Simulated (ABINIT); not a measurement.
# Cs2InAgCl6 (Fm-3m): making up for missing bands, part 2 of 2

Can a closure trick stand in for empty bands in GW on Cs2InAgCl6 (Fm-3m)?

ABINIT 10.8.3; PBEsol and many-body steps on it, plane waves. Known limits of the many-body steps: not at the basis limit; exchange with frozen shells missing; d shell near the gap, gap tends to lie low; no spin-orbit coupling; coarse k mesh.

So far. Step 3 (Screening, 2×2×2 mesh, 262 bands, screening to 122.5 eV): Local fields lower ε∞ by 11 %. On a Γ-centred mesh this coarse the value itself is usually too large, while a short band sum pulls it down. Step 4 (262 bands): The gap on the mesh goes from 1.04 eV to 2.63 eV, a correction of +1.59 eV.

## 6. 65 bands

This step: G0W0 on PBEsol, plane waves, norm-conserving pseudopotentials.

run.abi

```
acell 3*1.0 Angstrom
rprim 
  0.000000000000 5.234500000000 5.234500000000
  5.234500000000 0.000000000000 5.234500000000
  5.234500000000 5.234500000000 0.000000000000
ntypat 4
znucl 55 49 47 17
natom 10
typat 1 1 2 3 4 4 4 4 4 4
xred 
  0.250000000000 0.250000000000 0.250000000000
  0.750000000000 0.750000000000 0.750000000000
  0.000000000000 0.000000000000 0.000000000000
  0.500000000000 0.500000000000 0.500000000000
  0.760210000000 0.239790000000 0.239790000000
  0.239790000000 0.760210000000 0.239790000000
  0.239790000000 0.760210000000 0.760210000000
  0.760210000000 0.239790000000 0.760210000000
  0.239790000000 0.239790000000 0.760210000000
  0.760210000000 0.760210000000 0.239790000000
pp_dirpath "pseudos"
pseudos "Cs.upf, In.upf, Ag.upf, Cl.upf"
ecut 37
ngkpt 2 2 2
nshiftk 1
shiftk 0 0 0
kptopt 1
chksymbreak 0
istwfk *1
occopt 1
irdwfk 1
optdriver 4
nband 65
gwcalctyp 0
ecutsigx 37
symsigma 1
nkptgw 1
kptgw 
  0.0000000000 0.0000000000 0.0000000000
bdgw 
  45 48
ecuteps 4.5
irdscr 1
ppmodel 1
indata_prefix "in"
outdata_prefix "out"
tmpdata_prefix "tmp"
```

Launch:

```console
$ OMP_NUM_THREADS=1 mpirun -n 8 abinit run.abi > log
```

Numbers of over 12 decimals in the logs are rounded to 6 here.

Log:

```text
.Version 10.8.3 of ABINIT. v10.8.2 released Aug 2026.

 Symmetries : space group Fm -3 m (#225); Bravais cF (face-center cubic)
[... echo of the input left out ...]
== DATASET  1 ==================================================================
-   mpi_nproc: 8, omp_nthreads: 1 (-1 if OMP is not activated)

--- !DatasetInfo
iteration_state: {dtset: 1, }
dimensions: {natom: 10, nkpt: 3, mband: 65, nsppol: 1, nspinor: 1, nspden: 1, mpw: 20827, }
cutoff_energies: {ecut:  37.0, pawecutdg:  -1.0, }
electrons: {nelect:   9.20000000E+01, charge:   0.00000000E+00, occopt:   1.00000000E+00, tsmear:   1.00000000E-02, }

 SIGMA: Calculation of the GW corrections

 Based on a program developped by R.W. Godby, V. Olevano, G. Onida, and L. Reining.
 Incorporated in ABINIT by V. Olevano, G.-M. Rignanese, and M. Torrent.
.Using double precision arithmetic ; gwpc =  8

[... cell and pseudopotentials left out ...]
--------------------------------------------------------------------------------

 ==== K-mesh for the wavefunctions ====
 Number of points in the irreducible wedge :     3
[... list of points left out ...]
 Together with 48 symmetry operations and time-reversal symmetry
 yields     8 points in the full Brillouin Zone.

 ==== Q-mesh for screening function ====
 Number of points in the irreducible wedge :     3
[... list of points left out ...]
 Together with 48 symmetry operations and time-reversal symmetry
 yields     8 points in the full Brillouin Zone.

 vcoul_init : cutoff-mode = AUXILIARY_FUNCTION
 q-points for optical limit:   1
     1)      0.000010    0.000020    0.000030
 setmesh: FFT mesh size selected  =    80x   80x   80
          total number of points  =       512000

 Number of electrons calculated from density =   92.0000; Expected =   92.0000
[...]
number of k-points in IBZ                           3
 number of q-points in IBZ                           3
 number of symmetry operations                      48
 number of k-points in BZ                            8
 number of q-points in BZ                            8
 number of frequencies for dSigma/dE                 9
 frequency step for dSigma/dE [eV]                0.25
 number of omega for Sigma on real axis              0
 max omega for Sigma on real axis  [eV]           0.00
 zcut for avoiding poles [eV]                     0.10

 EPSILON^-1 parameters (SCR file):
 dimension of the eps^-1 matrix on file            893
 dimension of the eps^-1 matrix used               893
 number of plane-waves for wavefunctions         20827
 number of bands                                    65
 number of q-points in IBZ                           3
 number of frequencies                               2
 number of real frequencies                          1
 number of imag frequencies                          1

 matrix elements of self-energy operator (all in [eV])

 Perturbative Calculation

--- !SelfEnergy_ee
iteration_state: {dtset: 1, }
kpoint     : [   0.000,    0.000,    0.000, ]
spin       : 1
KS_gap     :    1.039
QP_gap     :    3.746
Delta_QP_KS:    2.708
data: !SigmaeeData |
     Band     E0 <VxcDFT>   SigX SigC(E0)      Z dSigC/dE  Sig(E)    E-E0       E
       45   2.000 -20.134 -24.310   3.626   0.783  -0.277 -20.565  -0.431   1.570
       46   2.000 -20.134 -24.310   3.626   0.783  -0.277 -20.565  -0.431   1.570
       47   3.039 -12.327  -8.154  -1.451   0.836  -0.195 -10.050   2.277   5.316
       48   7.082  -7.675  -3.449  -1.682   0.877  -0.141  -5.445   2.230   9.312

== END DATASET(S) ==============================================================
================================================================================

 -outvars: echo values of variables after computation  --------
           etotal      0.0000000000E+00
            nband          65
             nkpt           3
          spgroup         225
 [... the other variables as echoed above ...]

 Calculation completed.
```

Wall time 12 s (8 MPI ranks of Intel Xeon Platinum 8488C (Sapphire Rapids), shared host); peak memory 4.5 GiB; 94 s of CPU time.

Numbers from this step:

| Quantity | Value |
| --- | --- |
| G0W0 gap on the points computed | 3.746 eV |
| starting gap on the mesh | 1.038 eV |
| k of the valence top | 0, 0, 0 |
| k of the conduction bottom | 0, 0, 0 |
| Z at the valence top | 0.783 |
| Z at the conduction bottom | 0.836 |
| least direct G0W0 gap on the computed points | 3.746 eV |

Against G0W0 in ABINIT (2×2×2 mesh, 262 bands, screening to 122.5 eV, Godby-Needs plasmon pole), the gap moves by +1.117 eV.

## 7. Screening, 2×2×2 mesh, 65 bands, screening to 122.5 eV

This step: RPA screening on PBEsol, plane waves, norm-conserving pseudopotentials.

Changes to run.abi since step 6:

```diff
@@ -31,15 +31,10 @@
 irdwfk 1
-optdriver 4
+optdriver 3
 nband 65
-gwcalctyp 0
-ecutsigx 37
-symsigma 1
-nkptgw 1
-kptgw 
-  0.0000000000 0.0000000000 0.0000000000
-bdgw 
-  45 48
 ecuteps 4.5
-irdscr 1
-ppmodel 1
+inclvkb 2
+awtr 1
+symchi 1
+gwcomp 1
+gwencomp 2
 indata_prefix "in"
```

Log:

```text
.Version 10.8.3 of ABINIT. v10.8.2 released Aug 2026.

 Symmetries : space group Fm -3 m (#225); Bravais cF (face-center cubic)
[... echo of the input left out ...]
== DATASET  1 ==================================================================
-   mpi_nproc: 8, omp_nthreads: 1 (-1 if OMP is not activated)

--- !DatasetInfo
iteration_state: {dtset: 1, }
dimensions: {natom: 10, nkpt: 3, mband: 65, nsppol: 1, nspinor: 1, nspden: 1, mpw: 20827, }
cutoff_energies: {ecut:  37.0, pawecutdg:  -1.0, }
[...]
--------------------------------------------------------------------------------
[... chi0 elements left out ...]
 For q-point:  0.000010 0.000020 0.000030
  dielectric constant =   3.7037
  dielectric constant without local fields =   3.9217

  Average fulfillment of the sum rule on Im[epsilon] for q-point    1 :    184.61  [%]
[... wings left out ...]
  q-point number  2        q = ( 0.500000, 0.000000, 0.000000) [r.l.u.]
--------------------------------------------------------------------------------
[... chi0 elements left out ...]
  Average fulfillment of the sum rule on Im[epsilon] for q-point    2 :    197.70  [%]

 [... 1 further q-points ...]
```

The job ended after 99 s (8 MPI ranks; peak memory 8.9 GiB).

Numbers from this step:

```yaml
eps_infinity_with_local_fields_on_this_mesh_along_the_program_s_q_direction: 3.704
the_same_without_local_fields: 3.922
plasma_frequency: 21.03 eV
plane_waves_in_the_screening_matrix: 893
```

## 8. 65 bands, completed

This step: G0W0 on PBEsol, plane waves, norm-conserving pseudopotentials.

Changes to run.abi since step 7:

```diff
@@ -31,8 +31,15 @@
 irdwfk 1
-optdriver 3
+optdriver 4
 nband 65
+gwcalctyp 0
+ecutsigx 37
+symsigma 1
+nkptgw 1
+kptgw 
+  0.0000000000 0.0000000000 0.0000000000
+bdgw 
+  45 48
 ecuteps 4.5
-inclvkb 2
-awtr 1
-symchi 1
+irdscr 1
+ppmodel 1
 gwcomp 1
```

Log:

```text
.Version 10.8.3 of ABINIT. v10.8.2 released Aug 2026.

 Symmetries : space group Fm -3 m (#225); Bravais cF (face-center cubic)
[... echo of the input left out ...]
== DATASET  1 ==================================================================
-   mpi_nproc: 8, omp_nthreads: 1 (-1 if OMP is not activated)

--- !DatasetInfo
iteration_state: {dtset: 1, }
dimensions: {natom: 10, nkpt: 3, mband: 65, nsppol: 1, nspinor: 1, nspden: 1, mpw: 20827, }
cutoff_energies: {ecut:  37.0, pawecutdg:  -1.0, }
[...]
46   2.000 -20.134 -24.310   2.992   0.813  -0.231 -21.097  -0.963   1.038
       47   3.039 -12.327  -8.154  -2.652   0.846  -0.182 -11.041   1.287   4.326
       48   7.082  -7.675  -3.449  -2.469   0.885  -0.131  -6.121   1.554   8.636

== END DATASET(S) ==============================================================
================================================================================

 -outvars: echo values of variables after computation  --------
           etotal      0.0000000000E+00
            nband          65
             nkpt           3
          spgroup         225
 [... the other variables as echoed above ...]

 Calculation completed.
```

Wall time 14 s (8 MPI ranks); peak memory 4.5 GiB.

Numbers from this step:

- G0W0 gap on the points computed: 3.288 eV
- starting gap on the mesh: 1.038 eV
- k of the valence top: 0, 0, 0
- k of the conduction bottom: 0, 0, 0
- least direct G0W0 gap on the computed points: 3.288 eV

Against G0W0 in ABINIT (2×2×2 mesh, 262 bands, screening to 122.5 eV, Godby-Needs plasmon pole), the gap moves by +0.659 eV.

## 9. Screening, 2×2×2 mesh, 122 bands, screening to 122.5 eV

This step: RPA screening on PBEsol, plane waves, norm-conserving pseudopotentials.

Changes to run.abi since step 8:

```diff
@@ -31,17 +31,8 @@
 irdwfk 1
-optdriver 4
-nband 65
-gwcalctyp 0
-ecutsigx 37
-symsigma 1
-nkptgw 1
-kptgw 
-  0.0000000000 0.0000000000 0.0000000000
-bdgw 
-  45 48
+optdriver 3
+nband 122
 ecuteps 4.5
-irdscr 1
-ppmodel 1
-gwcomp 1
-gwencomp 2
+inclvkb 2
+awtr 1
+symchi 1
 indata_prefix "in"
```

Log:

```text
.Version 10.8.3 of ABINIT. v10.8.2 released Aug 2026.

 Symmetries : space group Fm -3 m (#225); Bravais cF (face-center cubic)
[... echo of the input left out ...]
== DATASET  1 ==================================================================
-   mpi_nproc: 8, omp_nthreads: 1 (-1 if OMP is not activated)

--- !DatasetInfo
iteration_state: {dtset: 1, }
dimensions: {natom: 10, nkpt: 3, mband: 122, nsppol: 1, nspinor: 1, nspden: 1, mpw: 20827, }
cutoff_energies: {ecut:  37.0, pawecutdg:  -1.0, }
[...]
--------------------------------------------------------------------------------
[... chi0 elements left out ...]
 For q-point:  0.000010 0.000020 0.000030
  dielectric constant =   4.0136
  dielectric constant without local fields =   4.5208

  Average fulfillment of the sum rule on Im[epsilon] for q-point    1 :     36.93  [%]
[... wings left out ...]
  q-point number  2        q = ( 0.500000, 0.000000, 0.000000) [r.l.u.]
--------------------------------------------------------------------------------
[... chi0 elements left out ...]
  Average fulfillment of the sum rule on Im[epsilon] for q-point    2 :     44.00  [%]

 [... 1 further q-points ...]
```

Run time: 80 s. Hardware: 8 MPI ranks; peak memory 8.3 GiB; 11 min of CPU time.

This step gave:

```
ε∞ with local fields, on this mesh, along the program's q direction : 4.014
the same without local fields                                       : 4.521
plasma frequency                                                    : 21.03 eV
plane waves in the screening matrix                                 : 893
```

## 10. 122 bands

This step: G0W0 on PBEsol, plane waves, norm-conserving pseudopotentials.

Changes to run.abi since step 9:

```diff
@@ -31,8 +31,15 @@
 irdwfk 1
-optdriver 3
+optdriver 4
 nband 122
+gwcalctyp 0
+ecutsigx 37
+symsigma 1
+nkptgw 1
+kptgw 
+  0.0000000000 0.0000000000 0.0000000000
+bdgw 
+  45 48
 ecuteps 4.5
-inclvkb 2
-awtr 1
-symchi 1
+irdscr 1
+ppmodel 1
 indata_prefix "in"
```

Log:

```text
.Version 10.8.3 of ABINIT. v10.8.2 released Aug 2026.

 Symmetries : space group Fm -3 m (#225); Bravais cF (face-center cubic)
[... echo of the input left out ...]
== DATASET  1 ==================================================================
-   mpi_nproc: 8, omp_nthreads: 1 (-1 if OMP is not activated)

--- !DatasetInfo
iteration_state: {dtset: 1, }
dimensions: {natom: 10, nkpt: 3, mband: 122, nsppol: 1, nspinor: 1, nspden: 1, mpw: 20827, }
cutoff_energies: {ecut:  37.0, pawecutdg:  -1.0, }
[...]
46   2.000 -20.134 -24.310   3.901   0.787  -0.270 -20.350  -0.216   1.784
       47   3.039 -12.327  -8.154  -2.050   0.832  -0.202 -10.560   1.767   4.806
       48   7.082  -7.675  -3.449  -2.622   0.863  -0.159  -6.291   1.384   8.466

== END DATASET(S) ==============================================================
================================================================================

 -outvars: echo values of variables after computation  --------
           etotal      0.0000000000E+00
            nband         122
             nkpt           3
          spgroup         225
 [... the other variables as echoed above ...]

 Calculation completed.
```

Wall time 14 s (8 MPI ranks); peak memory 4.5 GiB; 1.9 min of CPU time.

Numbers from this step:

- G0W0 gap on the points computed: 3.022 eV
- starting gap on the mesh: 1.038 eV
- k of the valence top: 0, 0, 0
- k of the conduction bottom: 0, 0, 0
- least direct G0W0 gap on the computed points: 3.022 eV

Against G0W0 in ABINIT (2×2×2 mesh, 262 bands, screening to 122.5 eV, Godby-Needs plasmon pole), the gap moves by +0.393 eV.

## 11. Screening, 2×2×2 mesh, 122 bands, screening to 122.5 eV

This step: RPA screening on PBEsol, plane waves, norm-conserving pseudopotentials.

Changes to run.abi since step 10:

```diff
@@ -31,15 +31,10 @@
 irdwfk 1
-optdriver 4
+optdriver 3
 nband 122
-gwcalctyp 0
-ecutsigx 37
-symsigma 1
-nkptgw 1
-kptgw 
-  0.0000000000 0.0000000000 0.0000000000
-bdgw 
-  45 48
 ecuteps 4.5
-irdscr 1
-ppmodel 1
+inclvkb 2
+awtr 1
+symchi 1
+gwcomp 1
+gwencomp 3
 indata_prefix "in"
```

Log:

```text
.Version 10.8.3 of ABINIT. v10.8.2 released Aug 2026.

 Symmetries : space group Fm -3 m (#225); Bravais cF (face-center cubic)
[... echo of the input left out ...]
== DATASET  1 ==================================================================
-   mpi_nproc: 8, omp_nthreads: 1 (-1 if OMP is not activated)

--- !DatasetInfo
iteration_state: {dtset: 1, }
dimensions: {natom: 10, nkpt: 3, mband: 122, nsppol: 1, nspinor: 1, nspden: 1, mpw: 20827, }
cutoff_energies: {ecut:  37.0, pawecutdg:  -1.0, }
[...]
--------------------------------------------------------------------------------
[... chi0 elements left out ...]
 For q-point:  0.000010 0.000020 0.000030
  dielectric constant =   4.0313
  dielectric constant without local fields =   4.5208

  Average fulfillment of the sum rule on Im[epsilon] for q-point    1 :    173.75  [%]
[... wings left out ...]
  q-point number  2        q = ( 0.500000, 0.000000, 0.000000) [r.l.u.]
--------------------------------------------------------------------------------
[... chi0 elements left out ...]
  Average fulfillment of the sum rule on Im[epsilon] for q-point    2 :    170.59  [%]

 [... 1 further q-points ...]
```

The job ended after 2.3 min (8 MPI ranks; peak memory 9.4 GiB).

Numbers from this step:

* ε∞ with local fields, on this mesh, along the program's q direction: 4.031
* the same without local fields: 4.521
* plasma frequency: 21.03 eV
* plane waves in the screening matrix: 893

## 12. 122 bands, completed

This step: G0W0 on PBEsol, plane waves, norm-conserving pseudopotentials.

Changes to run.abi since step 11:

```diff
@@ -31,8 +31,15 @@
 irdwfk 1
-optdriver 3
+optdriver 4
 nband 122
+gwcalctyp 0
+ecutsigx 37
+symsigma 1
+nkptgw 1
+kptgw 
+  0.0000000000 0.0000000000 0.0000000000
+bdgw 
+  45 48
 ecuteps 4.5
-inclvkb 2
-awtr 1
-symchi 1
+irdscr 1
+ppmodel 1
 gwcomp 1
```

Log:

```text
.Version 10.8.3 of ABINIT. v10.8.2 released Aug 2026.

 Symmetries : space group Fm -3 m (#225); Bravais cF (face-center cubic)
[... echo of the input left out ...]
== DATASET  1 ==================================================================
-   mpi_nproc: 8, omp_nthreads: 1 (-1 if OMP is not activated)

--- !DatasetInfo
iteration_state: {dtset: 1, }
dimensions: {natom: 10, nkpt: 3, mband: 122, nsppol: 1, nspinor: 1, nspden: 1, mpw: 20827, }
cutoff_energies: {ecut:  37.0, pawecutdg:  -1.0, }
[...]
46   2.000 -20.134 -24.310   3.390   0.796  -0.256 -20.760  -0.626   1.375
       47   3.039 -12.327  -8.154  -2.748   0.834  -0.199 -11.139   1.189   4.228
       48   7.082  -7.675  -3.449  -2.993   0.864  -0.158  -6.610   1.065   8.147

== END DATASET(S) ==============================================================
================================================================================

 -outvars: echo values of variables after computation  --------
           etotal      0.0000000000E+00
            nband         122
             nkpt           3
          spgroup         225
 [... the other variables as echoed above ...]

 Calculation completed.
```

The job ended after 15 s (8 MPI ranks; peak memory 4.7 GiB; 2 min of CPU time).

Numbers from this step:

| Quantity | Value |
| --- | --- |
| G0W0 gap on the points computed | 2.853 eV |
| starting gap on the mesh | 1.038 eV |
| k of the valence top | 0, 0, 0 |
| k of the conduction bottom | 0, 0, 0 |
| least direct G0W0 gap on the computed points | 2.853 eV |

Against G0W0 in ABINIT (2×2×2 mesh, 262 bands, screening to 122.5 eV, Godby-Needs plasmon pole), the gap moves by +0.224 eV.

## 13. The runs together

Times are wall times on 8 MPI ranks of Intel Xeon Platinum 8488C (Sapphire Rapids), shared host, good to a factor of about two. A run's time includes the screening step that it read.

```
                 run   mesh  bands  screening cutoff (eV)  DFT gap (eV)  gap on the mesh (eV)  direct (eV)  ε∞ used     time
           262 bands  2×2×2    262                  122.5         1.038                 2.629        2.629     4.07  4.8 min
            65 bands  2×2×2     65                  122.5         1.038                 3.746        3.746     3.67     42 s
 65 bands, completed  2×2×2     65                  122.5         1.038                 3.288        3.288     3.70  1.9 min
           122 bands  2×2×2    122                  122.5         1.038                 3.022        3.022     4.01     94 s
122 bands, completed  2×2×2    122                  122.5         1.038                 2.853        2.853     4.03  2.6 min
```

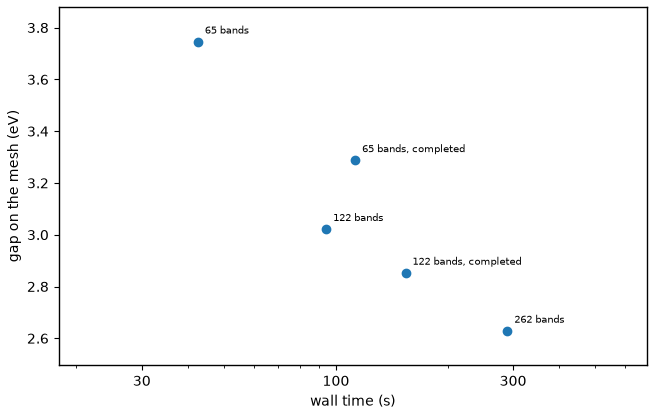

Result against wall time.

## 14. Outcome

| Quantity | Value |
| --- | --- |
| 262 bands | 2.629 eV |
| 65 bands | 3.746 eV |
| 65 bands, completed | 3.288 eV |
| 122 bands | 3.022 eV |
| 122 bands, completed | 2.853 eV |

What this shows: 65 bands: +1.117 eV against 262 bands. 65 bands, completed: +0.659 eV against 262 bands. 122 bands: +0.393 eV against 262 bands. 122 bands, completed: +0.224 eV against 262 bands. The row with most bands is itself short of the limit, so it is no exact reference, and agreement of a truncated run with it can be a cancellation between the edges. In the G0W0 runs levels were corrected at 1 k point alone, so a gap called «on the mesh» is the least over those, and an edge elsewhere would be missed. The 2×2×2 mesh is coarse for this cell, which bears on the long-range parts of exchange and screening. The norm-conserving file of at least one element keeps a d shell over frozen s and p shells of the same row. Exchange with those shells is missing from the self-energy, an error of 0.3 to 0.9 eV in cases checked, whose sign depends on which edge lies on those atoms. A d shell, filled or nearly so, lies near the gap. One-shot GW converges very slowly in bands there, not always from below, and on a semilocal start the gap tends to come out low; starts rich in exact exchange can overshoot instead. The many-body steps are scalar-relativistic: spin-orbit coupling is not in them.

[Paths, hosts, dates, memory and timing lines, banners, echoed tables and standing remarks are left out of the program output.]

[Logs are printed without paths, hosts, clocks, repeated set-up lines and the standing remarks that a program may print on its own settings, such as how far it seeks lower states.]

[Runs of the session that timed out or met a known fault of the program may be left out.]

[Hosts, paths, dates, database ids (printed as entryN), source tags and the programs' standing remarks are cut or masked in the printed files.]

[G0W0 gaps are taken among the corrected bands and points alone; a level outside them can change the order at an edge.]

[Where Ansatz stands beside ABINIT at settings called matched, ABINIT's density can come from a denser mesh and the files from another edition; pairs whose starting gaps differed by over 0.03 eV were left out, so agreement reads better than it is.]
